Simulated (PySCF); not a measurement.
Vertical excitations of a molecule C3H8FNSi from TDA-PBE/def2-SVPD in PySCF, as energy in eV (oscillator strength): 4.17 (0.005), 5.45 (0.000), 5.94 (0.026), 6.03 (0.114), 6.16 (0.006), 6.58 (0.004), 6.74 (0.161), 6.79 (0.080), 6.99 (0.005), 7.05 (0.005). Lowest triplet (TDA): 3.34 eV. Geometry optimised at PBE0-D3(BJ)/def2-SVP. One conformer was computed; it need not be the lowest.

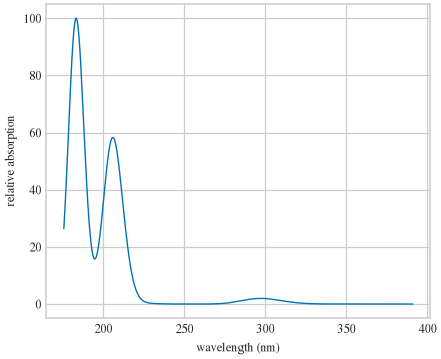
*The lines broadened by 0.4 eV.*

Problem. Which structure fits?
A. C=CC[Si@H](N)F
B. N[SiH2]C1(F)CC1
C. NC/C([SiH3])=C/F
D. CC/N=C/[SiH2]F

Solution. D, CC/N=C/[SiH2]F
